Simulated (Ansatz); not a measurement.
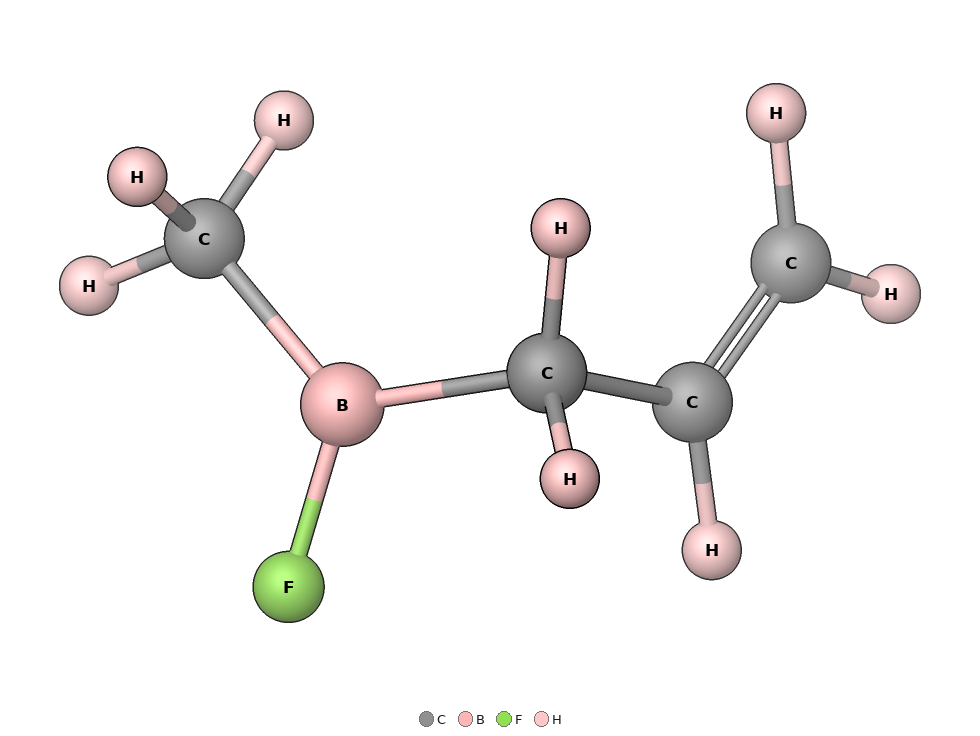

Orthographic view. Depth is shown by fading: the farther an atom, the more it takes the colour of the background. Computed geometry: PBE0-D4/def2-TZVP optimisation.

Q: Write the InChI string.

A: InChI=1S/C4H8BF/c1-3-4-5(2)6/h3H,1,4H2,2H3
